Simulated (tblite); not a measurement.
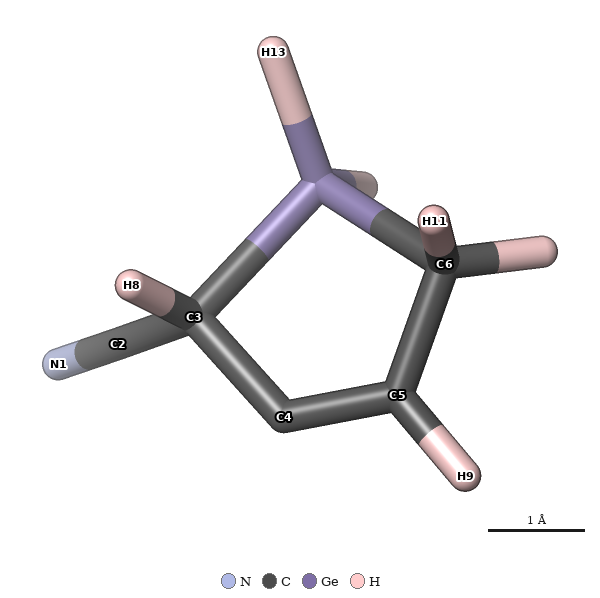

**Figure 1.** The input geometry (stick view, seen at a tilt; atoms are numbered from 1 in the order of the input). Sticks mark near contacts. Bond lengths as drawn: C–C 1.27 to 1.47 Å, C–Ge 1.96 to 1.97 Å, C–H 1.10 to 1.13 Å, C–N 1.15 Å and Ge–H 1.52 to 1.55 Å.

## Run report: C$_{5}$H$_{6}$GeN, geometry relaxation (part 1 of 2)

System: C$_{5}$H$_{6}$GeN, multiplicity 2.
Method: GFN2-xTB geometry optimisation, gas phase (tblite 0.8.0).

It belongs to a series of runs on one base structure; here: H removed from sp2 C.

Log:
```
step      E/eV     max force
  0    -501.16277    4.238
  1    -501.34043    2.819
  2    -501.42284    1.403
  3    -501.40373    3.070
  4    -501.46096    0.411
  5    -501.47670    0.338
  6    -501.49743    0.507
  7    -501.50721    0.332
  8    -501.51677    0.222
  9    -501.52431    0.296
 10    -501.53116    0.277
 11    -501.53611    0.189
 12    -501.53932    0.117
 13    -501.54106    0.111
 14    -501.54236    0.102
 15    -501.54362    0.113
 16    -501.54465    0.085
 17    -501.54541    0.078
 18    -501.54612    0.083
 19    -501.54700    0.106
 20    -501.54816    0.113
 21    -501.54958    0.109
 22    -501.55117    0.099
 23    -501.55294    0.106
 24    -501.55498    0.125
 25    -501.55742    0.127
 26    -501.56022    0.152
 27    -501.56298    0.135
 28    -501.56516    0.114
 29    -501.56699    0.126
 30    -501.56905    0.141
 31    -501.57141    0.135
 32    -501.57378    0.132
 33    -501.57590    0.107
 34    -501.57776    0.111
 35    -501.57953    0.121
 36    -501.58141    0.141
 37    -501.58339    0.152
 38    -501.58506    0.166
 39    -501.58765    0.144
 40    -501.59162    0.141
 41    -501.59359    0.136
 42    -501.59500    0.092
 43    -501.59570    0.099
 44    -501.59659    0.124
 45    -501.59769    0.144
 46    -501.59909    0.201
 47    -501.60025    0.134
 48    -501.60107    0.147
 49    -501.60178    0.124
 50    -501.60258    0.119
 51    -501.60399    0.106
 52    -501.60508    0.084
 53    -501.60594    0.062
 54    -501.60643    0.185
 55    -501.60689    0.059
 56    -501.60731    0.052
 57    -501.60780    0.072
 58    -501.60822    0.063
 59    -501.60890    0.053
 60    -501.60930    0.066
 61    -501.60964    0.074
 62    -501.60981    0.038
 63    -501.60987    0.011
 64    -501.60989    0.012
 65    -501.60990    0.009
```

Trajectory as extended XYZ (Å, eV, eV/Å), 17 of the 66 frames kept, from step=0 to step=65:
```
13
Properties=species:S:1:pos:R:3:forces:R:3 step=0 energy=-501.16277
N    -3.3771    0.4520    0.7771    0.4060  -0.0860  -0.0780
C    -2.3131    0.0303    0.7061    0.6210  -0.6040   0.1720
C    -0.9475   -0.5158    0.6300   -1.8720   0.3690   0.4640
C    -0.6146   -1.0749   -0.6701   -2.2760  -0.8760   1.1600
C     0.4953   -0.8788   -1.2495    1.9010  -1.2700  -3.5680
C     1.5027   -0.0131   -0.6206    1.3210   1.0120   0.5650
Ge    0.3329    0.9848    0.5879    0.5550   1.2770   0.9950
H    -0.7466   -1.1664    1.4969   -0.2630  -0.0200  -0.3240
H     0.7301   -1.3420   -2.2568   -0.1840   0.4860   1.1820
H     1.9980    0.6775   -1.3296    0.1560  -0.6940   0.2240
H     2.2346   -0.5887   -0.0032   -0.1980   0.3160  -0.7780
H    -0.2491    2.2264   -0.0756    0.0560  -0.1160   0.2730
H     0.9501    1.2093    1.9898   -0.2230   0.2060  -0.2870
13
Properties=species:S:1:pos:R:3:forces:R:3 step=4 energy=-501.46096
N    -3.3663    0.4514    0.7740    0.2210  -0.0630  -0.0160
C    -2.3089    0.0108    0.7167   -0.4020  -0.0280   0.0810
C    -0.9859   -0.5093    0.6339    0.0910  -0.0070  -0.1190
C    -0.6287   -1.0960   -0.6626   -0.2210  -0.1780   0.2270
C     0.4964   -0.9053   -1.2877    0.2120  -0.0370  -0.2180
C     1.5155    0.0093   -0.6102   -0.1330   0.0860  -0.0630
Ge    0.3523    1.0240    0.6192    0.0560   0.0960   0.1010
H    -0.7620   -1.1676    1.4839   -0.2060  -0.0500  -0.1360
H     0.7337   -1.3416   -2.2476    0.0570  -0.0300   0.1270
H     2.0169    0.6555   -1.3283    0.2390  -0.2260  -0.0460
H     2.2369   -0.5798   -0.0335    0.0750   0.0550  -0.3240
H    -0.2467    2.2254   -0.0609    0.0210   0.1010   0.2210
H     0.9425    1.2236    1.9853   -0.0100   0.2830   0.1650
13
Properties=species:S:1:pos:R:3:forces:R:3 step=8 energy=-501.51677
N    -3.3708    0.4559    0.7754   -0.0190  -0.0770   0.0490
C    -2.3273   -0.0130    0.7231    0.0090   0.1550  -0.1590
C    -0.9912   -0.5073    0.6220   -0.0800  -0.0870   0.0440
C    -0.6270   -1.1251   -0.6520    0.0640   0.0930  -0.0350
C     0.4906   -0.9116   -1.2908    0.0030   0.0390   0.0260
C     1.5020    0.0217   -0.6257    0.1390  -0.0620  -0.0830
Ge    0.3647    1.0397    0.6404   -0.0140  -0.1350  -0.0200
H    -0.8016   -1.1814    1.4617   -0.0090  -0.0800   0.0720
H     0.7501   -1.3574   -2.2370    0.0230  -0.0780   0.0440
H     2.0609    0.6161   -1.3439   -0.0980   0.0990  -0.1700
H     2.2491   -0.5714   -0.0952   -0.0040  -0.1130   0.0770
H    -0.2430    2.2500   -0.0125    0.0110   0.1070   0.1570
H     0.9393    1.2842    2.0168   -0.0230   0.1380  -0.0030
13
Properties=species:S:1:pos:R:3:forces:R:3 step=12 energy=-501.53932
N    -3.3817    0.4466    0.7833    0.0050  -0.0040  -0.0370
C    -2.3305    0.0005    0.6994    0.0130  -0.0300   0.0430
C    -1.0024   -0.5207    0.6220    0.0540   0.0440  -0.0350
C    -0.6202   -1.1230   -0.6515   -0.0250  -0.0040  -0.0140
C     0.4952   -0.9096   -1.2914    0.0470  -0.0540  -0.0020
C     1.5192    0.0188   -0.6450   -0.0330   0.0240   0.0600
Ge    0.3701    1.0273    0.6462    0.0720   0.0780   0.0140
H    -0.8255   -1.2016    1.4633   -0.0710   0.0240  -0.0270
H     0.7610   -1.3806   -2.2233   -0.0090  -0.0500  -0.0150
H     2.0593    0.6155   -1.3810   -0.1020   0.0150   0.0270
H     2.2555   -0.5878   -0.1111    0.0320   0.0230  -0.0150
H    -0.2370    2.2777    0.0437    0.0380  -0.0540   0.0960
H     0.9327    1.3373    2.0277   -0.0210  -0.0130  -0.0960
13
Properties=species:S:1:pos:R:3:forces:R:3 step=16 energy=-501.54465
N    -3.3821    0.4424    0.7785    0.0140  -0.0130  -0.0190
C    -2.3285    0.0009    0.6991   -0.0070   0.0360  -0.0280
C    -0.9983   -0.5148    0.6177   -0.0240   0.0150   0.0080
C    -0.6197   -1.1223   -0.6548   -0.0040  -0.0010   0.0160
C     0.5008   -0.9189   -1.2893   -0.0260  -0.0250   0.0150
C     1.5182    0.0185   -0.6422   -0.0060  -0.0420  -0.0370
Ge    0.3807    1.0300    0.6475   -0.0460  -0.0710   0.0060
H    -0.8424   -1.2017    1.4582    0.0180   0.0190  -0.0190
H     0.7631   -1.3951   -2.2207    0.0200  -0.0170   0.0280
H     2.0400    0.6199   -1.3851   -0.0250   0.0340   0.0040
H     2.2634   -0.5853   -0.1176    0.0400   0.0500  -0.0140
H    -0.2302    2.2788    0.0730   -0.0100   0.0410  -0.0080
H     0.9306    1.3479    2.0180    0.0560  -0.0260   0.0470
13
Properties=species:S:1:pos:R:3:forces:R:3 step=20 energy=-501.54816
N    -3.3849    0.4393    0.7687   -0.0660   0.0460  -0.0170
C    -2.3272    0.0096    0.6913   -0.0370  -0.0060  -0.0140
C    -1.0000   -0.5078    0.6151   -0.0220  -0.0500  -0.0150
C    -0.6231   -1.1236   -0.6539   -0.0060  -0.0290  -0.0110
C     0.5014   -0.9333   -1.2842    0.0330   0.0100   0.0070
C     1.5150    0.0118   -0.6464    0.0010   0.0870   0.0400
Ge    0.3788    1.0201    0.6517    0.0460   0.0980   0.0310
H    -0.8492   -1.1969    1.4518    0.0170  -0.0170   0.0500
H     0.7695   -1.4129   -2.2115    0.0020  -0.0440   0.0120
H     2.0155    0.6334   -1.3872   -0.0100  -0.0060  -0.0400
H     2.2814   -0.5693   -0.1267    0.0050   0.0090  -0.0420
H    -0.2262    2.2864    0.0934    0.0160  -0.0360   0.0010
H     0.9448    1.3437    2.0203    0.0200  -0.0650  -0.0020
13
Properties=species:S:1:pos:R:3:forces:R:3 step=24 energy=-501.55498
N    -3.4033    0.4470    0.7410    0.0570   0.0300  -0.0320
C    -2.3416    0.0233    0.6710   -0.0050  -0.0950   0.0110
C    -1.0157   -0.5074    0.6069   -0.0020   0.0370   0.0360
C    -0.6261   -1.1351   -0.6514    0.0920   0.0460   0.0460
C     0.5085   -0.9579   -1.2689    0.0170   0.0690   0.0360
C     1.5078    0.0228   -0.6489    0.0140   0.0030  -0.0650
Ge    0.3853    1.0221    0.6704   -0.0140  -0.1090  -0.0590
H    -0.8598   -1.1898    1.4512   -0.0710   0.0270  -0.0010
H     0.7861   -1.4621   -2.1833    0.0110   0.0230   0.0880
H     1.9664    0.6579   -1.4063   -0.0310   0.0030  -0.0540
H     2.3186   -0.5293   -0.1633   -0.0800   0.0060  -0.0090
H    -0.2144    2.2960    0.1326    0.0160   0.0150  -0.0020
H     0.9839    1.3130    2.0312   -0.0050  -0.0550   0.0040
13
Properties=species:S:1:pos:R:3:forces:R:3 step=28 energy=-501.56516
N    -3.4205    0.4685    0.6845    0.0450  -0.0340  -0.0280
C    -2.3666    0.0226    0.6385    0.0500   0.0760  -0.0220
C    -1.0368   -0.4988    0.6038    0.0550   0.0000   0.0490
C    -0.6120   -1.1439   -0.6317   -0.0620  -0.0600   0.0740
C     0.5291   -0.9806   -1.2362   -0.0560  -0.0290  -0.0290
C     1.5013    0.0481   -0.6698   -0.0240   0.0180  -0.0380
Ge    0.3945    1.0047    0.6881   -0.0340   0.0510   0.0440
H    -0.9004   -1.1732    1.4556   -0.0500  -0.0210   0.0530
H     0.8184   -1.5393   -2.1119    0.0590   0.0360  -0.0220
H     1.8727    0.7016   -1.4579    0.0500   0.0110  -0.0370
H     2.3586   -0.4623   -0.2265    0.0080   0.0230  -0.0070
H    -0.1863    2.3116    0.2023    0.0290  -0.0100   0.0180
H     1.0436    1.2415    2.0434   -0.0700  -0.0610  -0.0560
13
Properties=species:S:1:pos:R:3:forces:R:3 step=32 energy=-501.57378
N    -3.4192    0.4795    0.6363   -0.0190   0.0070  -0.0400
C    -2.3644    0.0355    0.6142    0.0540   0.0640   0.0020
C    -1.0371   -0.4934    0.6200   -0.0170  -0.0600  -0.0150
C    -0.6048   -1.1665   -0.5988    0.1010  -0.0590  -0.0370
C     0.5277   -0.9942   -1.2182    0.0530   0.0080   0.0120
C     1.4881    0.0733   -0.6943   -0.0230  -0.0050   0.0300
Ge    0.3931    0.9990    0.6991    0.0670  -0.0290  -0.1100
H    -0.9421   -1.1655    1.4794    0.0180   0.0220   0.0670
H     0.8531   -1.5735   -2.0678   -0.0690   0.0120  -0.0400
H     1.8266    0.7284   -1.5019   -0.0550  -0.0640   0.0660
H     2.3742   -0.4102   -0.2712   -0.0580   0.0420  -0.0430
H    -0.1615    2.3203    0.2446   -0.0340   0.0610   0.0320
H     1.0619    1.1677    2.0410   -0.0180   0.0000   0.0760
13
Properties=species:S:1:pos:R:3:forces:R:3 step=37 energy=-501.58339
N    -3.4146    0.5005    0.5378    0.0260   0.0710  -0.0210
C    -2.3552    0.0672    0.5660    0.0030  -0.1000  -0.1140
C    -1.0436   -0.4972    0.6267    0.0600   0.0370   0.0340
C    -0.5714   -1.2165   -0.5504   -0.0490  -0.0280   0.0420
C     0.5516   -1.0326   -1.1830   -0.0790  -0.0260   0.0230
C     1.4652    0.0990   -0.7290   -0.0730   0.0220   0.0580
Ge    0.4096    0.9864    0.7077   -0.0610   0.0520   0.1080
H    -1.0040   -1.1320    1.5197    0.0770   0.0240   0.0100
H     0.8826   -1.6447   -2.0056   -0.0050   0.0010  -0.0700
H     1.7017    0.7645   -1.5552    0.0030   0.0530  -0.1300
H     2.4048   -0.3063   -0.3616    0.1190  -0.0690   0.0380
H    -0.1285    2.3544    0.3523    0.0130  -0.0550   0.0380
H     1.0974    1.0579    2.0570   -0.0340   0.0190  -0.0160
```
